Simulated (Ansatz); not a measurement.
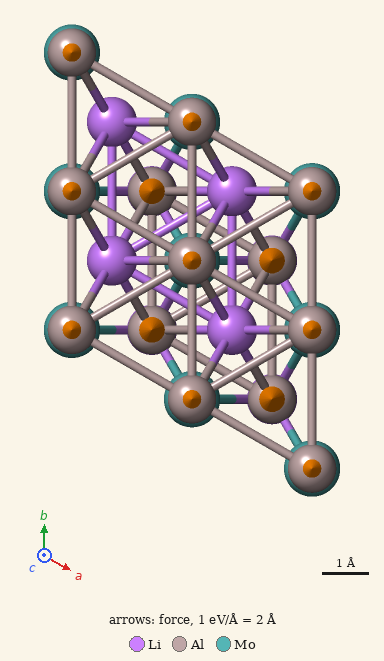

Starting geometry of solid Li₃Al₃Mo (a generated structure, set up in P3m1) (coarse preliminary run) with the computed forces as orange arrows. A ball-and-stick model of the cell of the calculation, repeated 2 × 2 × 1 with one cell outlined, seen along the c axis.

Method: DFT PBE, scalar-relativistic, plane waves, PAW (Ansatz).

The input:
```yaml
crystal:
  lattice:
    - [3.0601733, 0.0, 0.0]
    - [-1.53008665, 2.65018781, 0.0]
    - [0.0, 0.0, 15.83481855]
  atoms:
    - { symbol: Li, position: [0.33333333, 0.66666667, 0.14063576] }
    - { symbol: Li, position: [0.66666667, 0.33333333, 0.2975961] }
    - { symbol: Li, position: [0.33333333, 0.66666667, 0.85936424] }
    - { symbol: Al, position: [0.0, 0.0, 0.0] }
    - { symbol: Al, position: [0.33333333, 0.66666667, 0.59519219] }
    - { symbol: Al, position: [0.66666667, 0.33333333, 0.71872847] }
    - { symbol: Mo, position: [0.0, 0.0, 0.45455643] }
basis:
  ecutwfc: 420
kpoints:
  mp_grid: { grid: [6, 6, 1] }
hamiltonian:
  xc: pbe
scf:
  occupations: { method: gaussian, width: 0.1 }
  lower_state_search: "off"
output:
  forces: true
  stress: true
  eigenvalues: true
relax:
  adjacent_minimum: "off"
  f_tol: 0.04
  max_steps: 70
  cell: { stress_tol: 0.4 }
```

Command:
```bash
ansatz run input.yaml --threads 1 --pin off --max-ram 2560MiB --backend cpu --events-out ev --progress --plain --runs-dir out
```

What follows when this structure is relaxed?

Answer. It isn't relaxed: the largest force vector, on Al5, is 2.04 eV/Å. The atoms end up moving mostly along the starting forces (cosine between the two patterns 0.85). The atom that moves furthest relative to the cell is Al5 (0.18 Å along −c). Largest moves by element: Al 0.18 Å, Li 0.10 Å, Mo 0.06 Å. The volume changes by −10.2 %, with a = b 3.060 → 2.866 Å (−6.3 %), c 15.835 → 16.219 Å (+2.4 %). Some distances before and after: Al4–Al4 3.060 → 2.866 Å, Li1–Li1 3.060 → 2.866 Å, Mo7–Mo7 3.060 → 2.866 Å, Al5–Al6 2.636 → 2.807 Å. Among the angles between lasting bonds that change: Al5–Al6–Al5 71.0° → 61.4°, Li3–Al6–Al5 99.5° → 107.4°, Al6–Al5–Mo7 111.9° → 117.5°. The space group stays P3m1 (No. 156). Over 3 accepted moves (4 points after the start) the energy falls by 0.758 eV per cell of the calculation. The largest force component goes from 2 to 0.025 eV/Å. The pressure goes from −5.44 to −0.07 GPa. The SCF was repeated once at an unchanged geometry on a basis and grid sized afresh for the cell, which shifted the energy by 1.2 meV per cell of the calculation at most.
